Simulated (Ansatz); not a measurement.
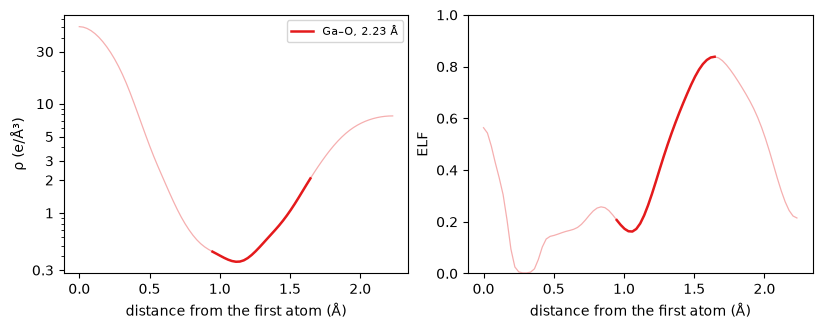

Figure 1: Ga4O. Valence electron density and electron localisation function along straight lines between neighbouring atoms. Thin, pale parts lie inside the atomic spheres.

Space group Pm-3m; a structure generated by program, which may or may not match a known phase.

Computed with DFT PBE, scalar-relativistic, plane waves, PAW in Ansatz 0.2.0.

Core electrons are frozen (PAW), and the valence fields are smoothed inside the atomic spheres.

Input

```
crystal:
  lattice:
    - [4.39793855, 0.0, 0.0]
    - [0.0, 4.39793855, 0.0]
    - [0.0, 0.0, 4.39793855]
  atoms:
    - { symbol: Ga, position: [0.0, 0.0, 0.0] }
    - { symbol: Ga, position: [0.5, 0.5, 0.0] }
    - { symbol: Ga, position: [0.5, 0.0, 0.5] }
    - { symbol: Ga, position: [0.0, 0.5, 0.5] }
    - { symbol: O, position: [0.5, 0.5, 0.5] }
basis:
  ecutwfc: 420
kpoints:
  mp_grid: { grid: [8, 8, 8] }
hamiltonian:
  xc: pbe
scf:
  occupations: { method: gaussian, width: 0.1 }
output:
  forces: true
  stress: true
  eigenvalues: true
  write_density: true
  write_potential: true
  elf: true
  volumetric_format: npy
relax:
  adjacent_minimum: "off"
  f_tol: 0.01
  max_steps: 80
  cell: { stress_tol: 0.05 }
```

Command:

```sh
ansatz run input.yaml --threads 1 --pin off --max-ram 2560MiB --backend cpu --events-out ev --progress --plain --runs-dir out
```

Below, planes, directions and counts refer to the conventional cell (a = 4.46 Å, b = 4.46 Å, c = 4.46 Å, α = 90.00°, β = 90.00°, γ = 90.00°).

The fields are those of the run's last geometry, not of the input's.

**What can be read from the curves?**

Ga–O (2.23 Å): ρ at the midpoint is about 0.36 e/Å³; the ELF peaks at about 0.85 in the valence shell of O, 0.6 Å from its nucleus, and drops to about 0.15 between the two atoms: no localised pair shows between them.
